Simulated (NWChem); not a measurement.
# One shape, several levels: TiBrClF2 (SMILES [F][Ti]([F])([Cl])[Br])

Wanted: a comparison of 3 runs (HF/STO-3G, HF/3-21G, B3LYP/6-31G*) of TiBrClF2. 

The results are computed with NWChem 7.3.0.

## (1) The structure to begin with

TiBrClF2 has 5 atoms, charge 0, and is taken as a singlet. SMILES: `[F][Ti]([F])([Cl])[Br]`. Geometry: relaxed at PBE0-D4/def2-TZVP.

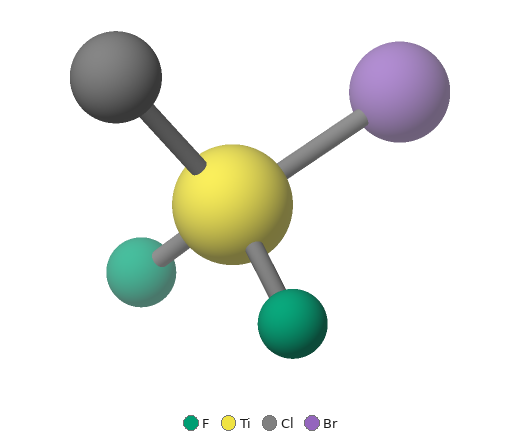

The structure, seen from a chosen angle (fluorine teal, titanium yellow, chlorine grey, bromine purple).

## (2) Energy and gradient at HF/STO-3G (run 1)

Contents of run.nw:

```
start run
title "BrClF2Ti hf"
memory stack 880 mb heap 220 mb global 1100 mb
charge 0
geometry units au noautosym nocenter noautoz
  F     -0.10828131    -0.55614640     3.34840572
  Ti     0.12434398    -0.18897261     0.10223418
  F      2.69474945    -1.89596222    -0.99607464
  Cl    -3.29983976    -1.56299248    -1.68355700
  Br     0.68313599     4.06480089    -0.84924292
end
basis spherical bse
  F library STO-3G
  Ti library STO-3G
  Cl library STO-3G
  Br library STO-3G
end
scf
  thresh 1e-08
  maxiter 80
  print low
end
task scf gradient
```

Run with:

```bash
$ nwchem run.nw > run.out
```

The program printed:

```text
[...]
  functions       =    55
[...]
  wavefunction    = RHF
[...]
         Total SCF energy =  -4035.572848102002
      One-electron energy =  -6891.162527775205
      Two-electron energy =   2216.632649972910
 Nuclear repulsion energy =    638.957029700293
        Time for solution =      4.1s
[...]
                         RHF ENERGY GRADIENTS
    atom               coordinates                        gradient
                 x          y          z           x          y          z
   1 F      -0.108281  -0.556146   3.348406   -0.005014  -0.004149   0.051256
   2 Ti      0.124344  -0.188973   0.102234   -0.044298   0.010043  -0.031633
   3 F       2.694749  -1.895962  -0.996075    0.040442  -0.025882  -0.019174
   4 Cl     -3.299840  -1.562992  -1.683557    0.008772   0.006135   0.003764
   5 Br      0.683136   4.064801  -0.849243    0.000098   0.013853  -0.004212
 Task  times  cpu:        6.5s     wall:        6.5s
 Total times  cpu:        6.5s     wall:        6.5s
```

It took 7.2 s on 1 thread of AMD EPYC 9R45 (Zen 5), shared host; peak memory 0.1 GiB.

## (3) Energy and gradient at HF/3-21G (run 2)

Contents of a.nw:

```
start a
memory 2200 mb
geometry noautosym nocenter noautoz
  F       -0.057300      -0.294300       1.771900
  Ti       0.065800      -0.100000       0.054100
  F        1.426000      -1.003300      -0.527100
  Cl      -1.746200      -0.827100      -0.890900
  Br       0.361500       2.151000      -0.449400
end
basis spherical bse
  * library 3-21G
end
scf
  thresh 1e-08
  maxiter 80
end
task scf gradient
```

Run with:

```bash
$ nwchem a.nw > a.out
```

The program printed:

```text
[...]
  functions       =    80
[...]
  wavefunction    = RHF
[...]
         Total SCF energy =  -4059.668501493532
      One-electron energy =  -6907.644554822149
      Two-electron energy =   2209.018978078151
 Nuclear repulsion energy =    638.957075250466
        Time for solution =      8.5s
[...]
                         RHF ENERGY GRADIENTS
    atom               coordinates                        gradient
                 x          y          z           x          y          z
   1 F      -0.108281  -0.556146   3.348405   -0.002887  -0.002201   0.024754
   2 Ti      0.124344  -0.188973   0.102234   -0.027338   0.020402  -0.023892
   3 F       2.694749  -1.895962  -0.996075    0.019281  -0.012802  -0.009584
   4 Cl     -3.299840  -1.562992  -1.683557    0.012907   0.005655   0.006581
   5 Br      0.683136   4.064801  -0.849243   -0.001963  -0.011053   0.002140
[...]
```

It took 12 s on 1 thread of AMD EPYC 9R45 (Zen 5), shared host; peak memory 0.1 GiB.

## (4) Energy and forces at B3LYP/6-31G(d) (Cartesian functions) (run 3)

Contents of brclf2ti.nw:

```
start brclf2ti
memory stack 880 mb heap 220 mb global 1100 mb
charge 0
geometry units angstroms noautosym nocenter noautoz
  F       -0.057300      -0.294300       1.771900
  Ti       0.065800      -0.100000       0.054100
  F        1.426000      -1.003300      -0.527100
  Cl      -1.746200      -0.827100      -0.890900
  Br       0.361500       2.151000      -0.449400
end
basis cartesian
  * library 6-31G*
end
dft
  xc b3lyp
  grid fine
  convergence energy 1e-08
  maxiter 100
  mulliken
  noprint "final vectors analysis"
end
task dft gradient
```

Run with:

```bash
$ nwchem brclf2ti.nw > brclf2ti.out
```

The program printed:

```text
[...]
          Wavefunction type:  closed shell.
          No. of atoms     :     5
          No. of electrons :    92
[...]
          Charge           :     0
          Spin multiplicity:     1
[...]
          AO basis - number of functions:   123
[...]
              XC Information
              --------------
                         B3LYP Method XC Potential
                     Hartree-Fock (Exact) Exchange  0.200
                        Slater Exchange Functional  0.800 local
                    Becke 1988 Exchange Functional  0.720 non-local
              Lee-Yang-Parr Correlation Functional  0.810
                  VWN I RPA Correlation Functional  0.190 local
[...]
 d= 0,ls=0.0,diis     1  -4082.9303883038 -4.72D+03  7.84D-02  5.26D+00     3.4
[...]
 d= 0,ls=0.0,diis    13  -4083.4742001365 -8.10D-09  8.24D-07  1.96D-09    31.6
         Total DFT energy =    -4083.474200136512
      One electron energy =    -6933.143224419917
           Coulomb energy =     2393.327825826324
    Exchange-Corr. energy =     -182.615876793385
 Nuclear repulsion energy =      638.957075250466
[...]
      Total Density - Mulliken Population Analysis
     ---------------------------------------------
    Atom       Charge   Shell Charges
 -----------   ------   -------------------------------------------------------
    1 F    9     9.35   1.99  0.96  3.29  0.97  2.08  0.06
    2 Ti  22    20.83   2.00  2.00  5.99  2.07  6.12  0.07  0.53  0.00  0.01  0.88  1.21 -0.06
    3 F    9     9.35   1.99  0.96  3.29  0.97  2.08  0.06
    4 Cl  17    17.24   2.00  1.99  5.97  1.46  3.63  0.55  1.66 -0.03
    5 Br  35    35.23   2.00  1.99  6.00  1.93  5.99  1.61  3.86  0.36  1.41  7.02  2.95  0.12
[...]
  wavefunction    = closed shell
                         DFT ENERGY GRADIENTS
    atom               coordinates                        gradient
                 x          y          z           x          y          z
   1 F      -0.108281  -0.556146   3.348405   -0.000349   0.000557   0.000023
   2 Ti      0.124344  -0.188973   0.102234   -0.005389   0.002177  -0.004115
   3 F       2.694749  -1.895962  -0.996075    0.000029   0.000372  -0.000545
   4 Cl     -3.299840  -1.562992  -1.683557    0.006533   0.002886   0.003322
   5 Br      0.683136   4.064801  -0.849243   -0.000824  -0.005993   0.001315
[...]
```

It took 51 s on 1 thread of AMD EPYC 9R45 (Zen 5), shared host; peak memory 0.14 GiB.

## (5) Overview of the runs

```
run                               level  Cartesian functions  iteration cap   energy (Eh)  largest force (eV/Å)  wall time
  1                           HF/STO-3G                   no             80  -4035.572848                 2.846      7.2 s
  2                            HF/3-21G                   no             80  -4059.668501                 2.142       12 s
  3  B3LYP/6-31G* (Cartesian functions)                  yes            100  -4083.474200                 0.405       51 s
```

## (6) Outcome

```
                       quantity           value
            run 3: total energy  -4083.47420 Eh
           run 3: dipole moment          0.26 D
run 3: largest force on an atom      0.405 eV/Å
```

What this shows: In run 1 the basis is minimal, so the values are rough. All runs together took 70 s, the longest 51 s.
